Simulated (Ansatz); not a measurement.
H$_{3}$NNaSi (charge −1)

The calculation's input:

```
crystal:
  periodic: [false, false, false]
  atoms:
    - {symbol: N, position_ang: [0.162407, 0.046897, 0.694375]}
    - {symbol: Si, position_ang: [-0.907972, 0.729080, -0.424430]}
    - {symbol: Na, position_ang: [0.986652, -1.968806, 1.187287]}
    - {symbol: H, position_ang: [-1.816874, -0.357884, -0.962789]}
    - {symbol: H, position_ang: [-0.333830, 1.284339, -1.733240]}
    - {symbol: H, position_ang: [0.855374, 0.724645, 1.001933]}
basis:
  gaussian: {orbitals: "def2-TZVPPD.json"}
total_charge: -1
hamiltonian: {xc: pbe0, dispersion: d4}
output: {orbitals: {seedname: orbitals}}
```

Launched as:

```sh
ansatz run in.yaml --threads 2 --pin off --events-out ev --progress --plain --max-ram 4352MiB
```

Geometry: PBE0-D4/def2-TZVPD; the highest occupied orbital lies above zero, a sign that basis and functional describe the outermost electron poorly.

All numbers below come from RKS PBE0-D4/def2-TZVPPD (Ansatz 0.2.0).

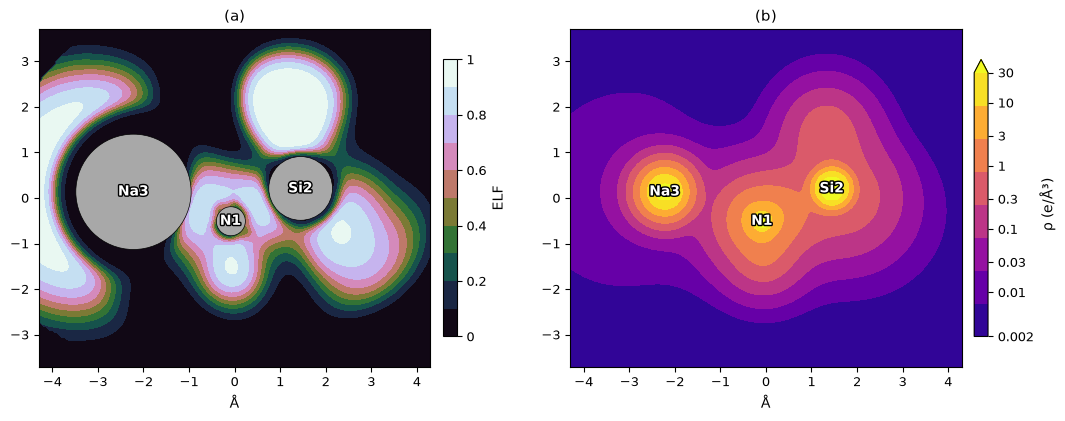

Figure 1. (a) ELF; (b) total electron density on the plane of atoms Si2, N1 and Na3. Grey discs cover the atomic cores in the ELF map.

What does the map show?

The plane passes through N, Si and Na nuclei.
Si–N (1.69 Å): ρ at the midpoint is about 1.2 e/Å³; the ELF peaks at about 0.90 between the atoms; a shared but strongly polarised pair.
Na–N (2.23 Å): ρ is about 0.25 e/Å³ halfway; the ELF peaks at about 0.90 in the valence shell of N, 0.7 Å from its nucleus, and is about 0.20 at the midpoint: a closed-shell, largely ionic contact.
The ELF also peaks beside Si2, away from the bonds: lone-pair regions.

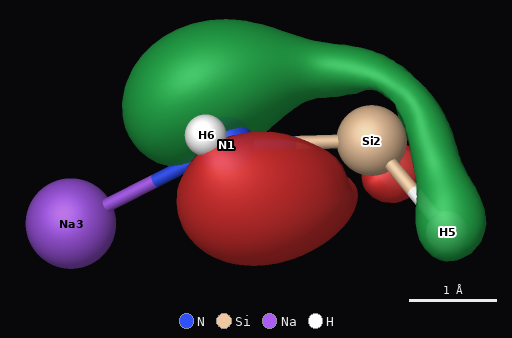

Figure 2. The HOMO−1 at ±0.15 Å⁻³ᐟ² (green and red are the two phases), seen from one side.

Where does this orbital lie, and at what energy?

By Hirshfeld shares it lies mainly on N1 (about 60 %) and Si2 (about 25 %). Its energy is −2.58 eV.
